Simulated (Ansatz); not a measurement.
Partial pair distribution functions of a relaxed model of amorphous Si₃₀N₄₁In, broadened by 0.06 Å; density 3.12 g/cm³. Method: PBE, scalar-relativistic without spin-orbit coupling (plane waves to 420 eV, PAW; Ansatz, a first-principles code).

A CHGNet melt-quench gave the starting glass, which DFT then relaxed. N atoms were pushed apart under 1.9 Å during the dynamics, to hinder bonds among them. The hot cell started wider than the set density and was brought back towards it in steps. It is the lowest in DFT energy of 2 quenches. It is a model cell: composition and starting density were chosen by hand, and all elements were melted together. No dispersion term was used. Its density started from a set value of 3.12 and ended at 3.12 g/cm³. The simulated quench (nominally 380 K/ps over its main leg) is rapid and tends to freeze in more defects than a deposited or slowly cooled glass has. A cell of this size samples the disorder only roughly. The volume was held where the preparation left it and the shape relaxed, at a PBE pressure of 2.9 GPa. Stress components on the final sampling reach 3.0 GPa.

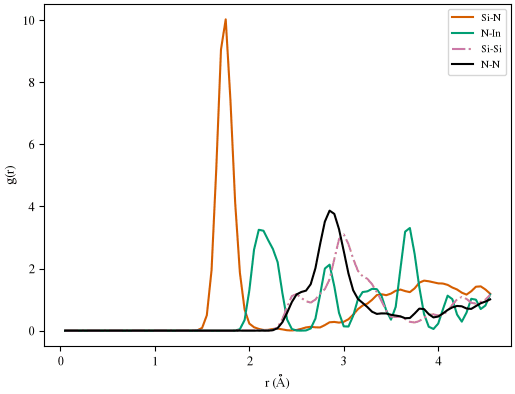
Partial pair distribution functions

Highest peaks under 4.5 Å: Si-N near 1.75 Å, N-In near 3.70 Å, Si-Si near 3.00 Å, N-N near 2.85 Å; pairs of few atoms are noisy.

Within 2.14 Å each Si has 4.00 N neighbours on average.
